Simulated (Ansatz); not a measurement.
Consider YN in the rock salt structure (space group Fm-3m, No. 225; a = 4.896 Å). Axes: x, y, z lie along the cube axes.

One thing is altered: uniaxial stress, 3 GPa compression along z, with the cell and atoms free to relax against it.

Method: plane-wave PAW DFT at the r2SCAN level (Ansatz, a quantum-chemistry and plane-wave program, 500 eV), without spin-orbit coupling.

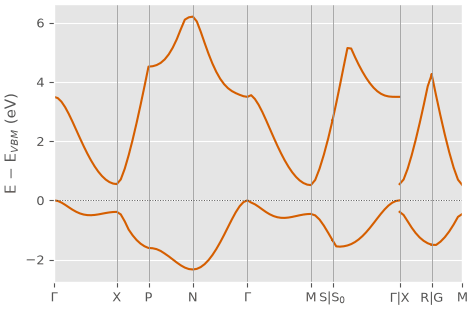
Highest valence and lowest conduction band along the path of the changed cell's own zone

**Question.** From the figure, how large is the changed gap, and is it direct?

**Answer.** About 0.5 eV, indirect, Γ → M.

Load acts through the strain it causes; cell and atoms are relaxed under it. Beyond what the load breaks, stability against distortions was not tested. Labels are those of the standard path for the cell's own space group.
